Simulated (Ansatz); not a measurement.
F5HOW···H (doublet)

```xyz
9

W     0.1087    0.0033    0.0491
F     0.4212    0.2640    1.8679
F     1.9488    0.1331   -0.2748
F     0.0106    1.8621   -0.1137
F    -1.7389    0.0102    0.3577
O     0.1948   -1.8325    0.2334
H     0.2344   -2.7880    0.3945
F    -0.1899   -0.1111   -1.7957
H    -0.6081    0.0918    3.7240
```

Core potentials replace the inner electrons of W.

Method: UKS PBE/def2-SVP in Ansatz 0.2.0.

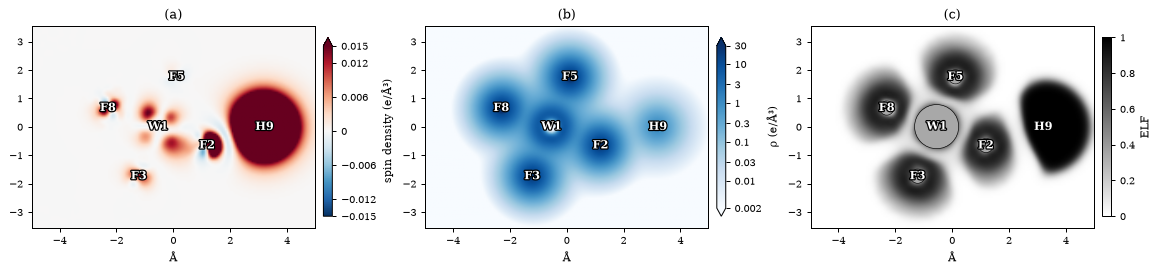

Figure 1. (a) spin density; (b) electron density; (c) ELF on the plane of atoms F5, W1 and F8. Grey discs cover the atomic cores in the ELF map.

Question: Read the bonding off the picture.

Answer:
- The section cuts through W, F and H sites.
- F2···H9 (2.13 Å): the density falls to about 0.13 e/Å³ on the way; the ELF dips to about 0.05 between them.
- W–F (1.86 Å): ρ is about 1.1 e/Å³ halfway; the ELF peaks at about 0.80 in the valence shell of F, 0.5 Å from its nucleus, and drops to about 0.25 between the two atoms.
- The unpaired spin (1 electron) lies mostly on H9 (about 0.9), in electrons by Hirshfeld's partition.

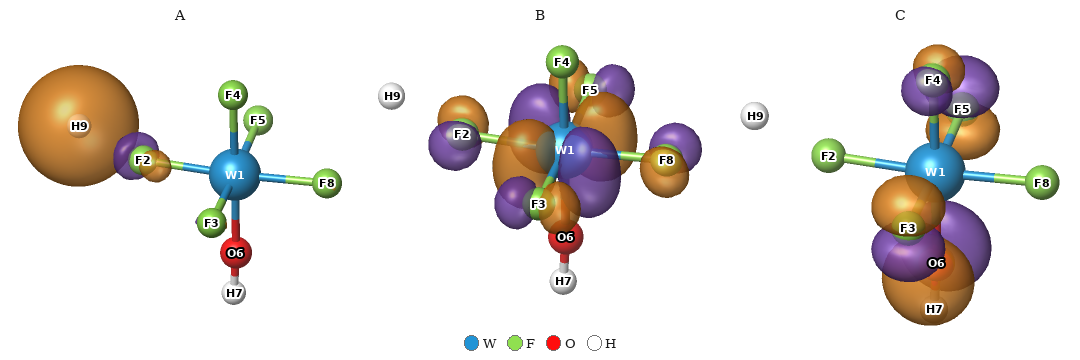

Figure 2. Three frontier orbitals at ±0.15 Å⁻³ᐟ² (orange and purple are the two phases), in no order.

Question: Which picture is the HOMO−1, the HOMO and the LUMO? All are α orbitals.

Answer: C is the HOMO−1 (α) (−9.37 eV). Its weight (Hirshfeld) is mainly on O6 (about 45 %), F5 (about 20 %), F3 (about 20 %) and F4 (about 5 %); largely a combination of lone pairs on O6, F5, F3 and F4. A is the HOMO (α) (−6.90 eV). By Hirshfeld shares it lies mainly on H9 (about 90 %) and F2 (about 5 %). B is the LUMO (α) (−4.68 eV). Its weight (Hirshfeld) is mainly on W1 (about 65 %), F3 (about 10 %), F8 (about 10 %), F2 (about 10 %) and F5 (about 10 %).

Question: What is the gap between the highest occupied and lowest empty α orbitals?

Answer: 2.22 eV between the orbital energies.
